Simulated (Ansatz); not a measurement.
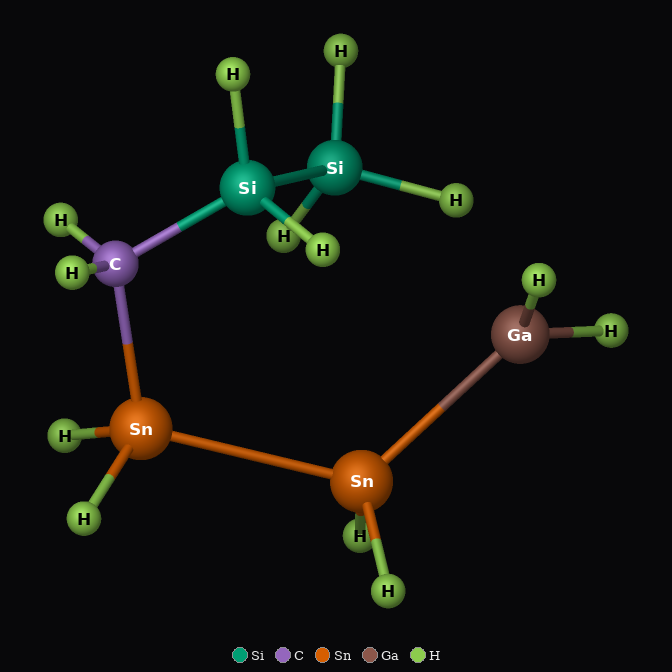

The picture shows the input geometry.

The calculation was set up as follows.

```yaml
crystal:
  periodic: [false, false, false]
  atoms:
    - {symbol: Si, position_ang: [-1.808822, -0.580627, 0.732052]}
    - {symbol: Si, position_ang: [0.349335, -1.136054, 1.487530]}
    - {symbol: C, position_ang: [1.267775, -1.988956, 0.116599]}
    - {symbol: Sn, position_ang: [1.501989, -0.720445, -1.631671]}
    - {symbol: Sn, position_ang: [0.346529, 1.806192, -1.381758]}
    - {symbol: Ga, position_ang: [-1.091068, 2.466403, 0.720996]}
    - {symbol: H, position_ang: [-2.198397, 0.861135, 1.024735]}
    - {symbol: H, position_ang: [-2.887617, -1.329892, 1.431300]}
    - {symbol: H, position_ang: [-1.981389, -0.747320, -0.735317]}
    - {symbol: H, position_ang: [0.175025, -1.978315, 2.706029]}
    - {symbol: H, position_ang: [1.043370, 0.116157, 1.888574]}
    - {symbol: H, position_ang: [0.745703, -2.893129, -0.204133]}
    - {symbol: H, position_ang: [2.267708, -2.277769, 0.449267]}
    - {symbol: H, position_ang: [0.806836, -1.575946, -2.944145]}
    - {symbol: H, position_ang: [3.186602, -0.597941, -1.918189]}
    - {symbol: H, position_ang: [-0.545930, 2.002397, -2.834572]}
    - {symbol: H, position_ang: [1.670112, 2.893953, -1.507208]}
    - {symbol: H, position_ang: [-2.425534, 3.253775, 0.460062]}
    - {symbol: H, position_ang: [-0.422226, 2.426392, 2.139858]}
basis:
  gaussian: {orbitals: def2-SVPD, point_charges: [{charge: 2.00, position_ang: [7.094, -0.233, -0.184]}]}
hamiltonian: {xc: {name: B3LYP5}}
output: {forces: true}
```

Command:

```sh
ansatz run in.yaml --threads 4 --pin off --events-out ev --progress --plain --max-ram 66560MiB --backend cuda --devices 0, --max-vram 37GiB
```

What the program printed:

```
Functional definition: B3LYP5
  name "B3LYP5"
  cite "Stephens, Devlin, Chabalowski & Frisch, J. Phys. Chem. 98, 11623 (1994) doi:10.1021/j100096a001"
  cite "Becke, Phys. Rev. A 38, 3098 (1988) doi:10.1103/PhysRevA.38.3098"
  cite "Lee, Yang & Parr, Phys. Rev. B 37, 785 (1988) doi:10.1103/PhysRevB.37.785"
  cite "Vosko, Wilk & Nusair, Can. J. Phys. 58, 1200 (1980) doi:10.1139/p80-159"
  parameter a0 = 0.2
  parameter ax = 0.72
  parameter ac = 0.81
  exchange = (1 - a0 - ax)*slater_x + ax*b88_x + a0*exact_x
  correlation = (1 - ac)*vwn5_c + ac*lyp_c
2905 factors; integrals over basis functions are off by at most 1.3e-3 eV
mean field evaluation 1: about -81019.2892 eV, gradient 5.5e1 eV
mean field evaluation 2: about -81009.9128 eV, gradient 7.6e1 eV
mean field evaluation 4: about -81026.4354 eV, gradient 4.2e0 eV
mean field evaluation 8: about -81026.4960 eV, gradient 5.3e-2 eV
mean field evaluation 16: about -81026.4960 eV, gradient 2.1e-5 eV
mean field -81026.49596360 eV, -2977.6688049308 hartree, gradient 2.1e-5 eV, S^2 0.000000; 0 other end points of the search recorded, 0 dependent functions left out
the calculation of the forces begins
reference -81026.49638945 eV, -2977.6688205804 hartree; 61, 61 occupied and 213, 213 virtual orbitals, 2905 factors
Total energy: -81026.49638945 eV, -2977.6688205804 hartree
Atom 0 at    -1.808822    -0.580627     0.732052 Å, force    -0.485208    -0.076652     0.055363 eV/Å
Atom 1 at     0.349335    -1.136054     1.487530 Å, force    -0.462803     0.072029     0.498694 eV/Å
Atom 2 at     1.267775    -1.988956     0.116599 Å, force     0.291865    -0.028210    -0.038111 eV/Å
Atom 3 at     1.501989    -0.720445    -1.631671 Å, force    -0.800614     0.090517    -0.291098 eV/Å
Atom 4 at     0.346529     1.806192    -1.381758 Å, force    -0.213553     0.315569    -0.102615 eV/Å
Atom 5 at    -1.091068     2.466403     0.720996 Å, force    -0.356185     0.266981     0.349489 eV/Å
Atom 6 at    -2.198397     0.861135     1.024735 Å, force     0.113082    -0.006874    -0.021249 eV/Å
Atom 7 at    -2.887617    -1.329892     1.431300 Å, force     0.039892    -0.049071     0.034765 eV/Å
Atom 8 at    -1.981389    -0.747320    -0.735317 Å, force     0.059516    -0.019470    -0.073655 eV/Å
Atom 9 at     0.175025    -1.978315     2.706029 Å, force     0.099190    -0.052758     0.012586 eV/Å
Atom 10 at     1.043370     0.116157     1.888574 Å, force     0.179811     0.051039     0.012811 eV/Å
Atom 11 at     0.745703    -2.893129    -0.204133 Å, force    -0.066315    -0.245972    -0.070405 eV/Å
Atom 12 at     2.267708    -2.277769     0.449267 Å, force     0.246871    -0.233369     0.143268 eV/Å
Atom 13 at     0.806836    -1.575946    -2.944145 Å, force     0.162138    -0.090541    -0.121020 eV/Å
Atom 14 at     3.186602    -0.597941    -1.918189 Å, force     0.978174    -0.024970     0.035270 eV/Å
Atom 15 at    -0.545930     2.002397    -2.834572 Å, force     0.040107    -0.049458    -0.124970 eV/Å
Atom 16 at     1.670112     2.893953    -1.507208 Å, force     0.279927     0.111439    -0.038462 eV/Å
Atom 17 at    -2.425534     3.253775     0.460062 Å, force     0.106182    -0.017144    -0.076594 eV/Å
Atom 18 at    -0.422226     2.426392     2.139858 Å, force     0.098723    -0.011040    -0.023159 eV/Å
Dipole moment:    -1.202697    -0.249181     0.306966 e Å
```

The calculation finished and met its thresholds.
